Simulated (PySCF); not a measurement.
Consider C₄H₇BF₂O (SMILES C=C(OCC)B(F)F).

Input

```
{"job": {"kind": "nmr", "xc": "PBE0", "basis": "pcSseg-1"}, "charge": 0, "multiplicity": 1}
C      0.894226    -1.521545     0.993141
C      1.112980    -0.362217     0.355127
O      0.148295     0.449360    -0.157444
C     -1.208774     0.065103    -0.020259
C     -2.055454     1.146012    -0.672185
B      2.571815     0.168141     0.144383
F      3.619906    -0.504330     0.581181
F      2.868592     1.293066    -0.465653
H     -0.081528    -1.937359     1.168823
H      1.732549    -2.083780     1.358765
H     -1.373282    -0.904025    -0.511089
H     -1.462074    -0.035045     1.044157
H     -3.109130     0.895823    -0.589458
H     -1.873156     2.099572    -0.184858
H     -1.789379     1.239211    -1.721235
```

Command:

```sh
OMP_NUM_THREADS=1 python probes_run.py task.json out
```

Geometry: GFN2-xTB.

Level of theory: PBE0/pcSseg-1, SCF density, gas phase, non-relativistic in PySCF 2.14.0.

**What will maps of the electron density and electron localisation function show?**

B–F (1.31 Å): the density is about 2.3 e/Å³ at the midpoint; the ELF peaks at about 0.85 between the atoms: a shared but strongly polarised pair.
C–C (1.34 Å): ρ is about 2.3 e/Å³ halfway; the ELF peaks at about 0.95 between the atoms; a short, multiple covalent bond.
C–O (1.36 Å): ρ at the midpoint is about 2.3 e/Å³, with its minimum of 1.9 e/Å³ about 0.5 Å from C; the ELF peaks at about 0.90 between the atoms (a shared but strongly polarised pair).
C–B (1.57 Å): ρ is about 1.5 e/Å³ halfway; the ELF peaks at about 1 between the atoms, as expected for localised, covalent bonding.

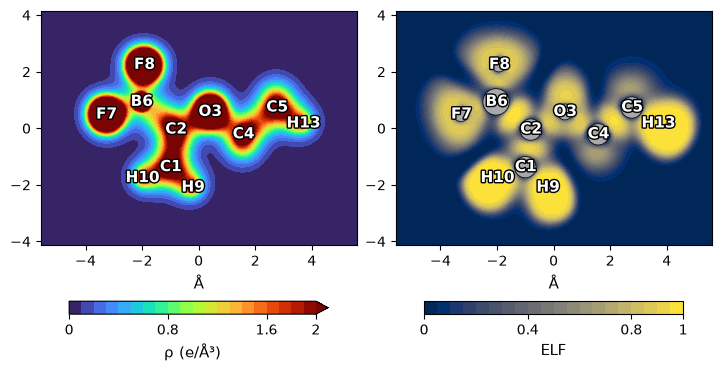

Computed electron density and electron localisation function on the plane of atoms C2, O3 and C4, in this order. Grey discs cover the atomic cores in the ELF map. 
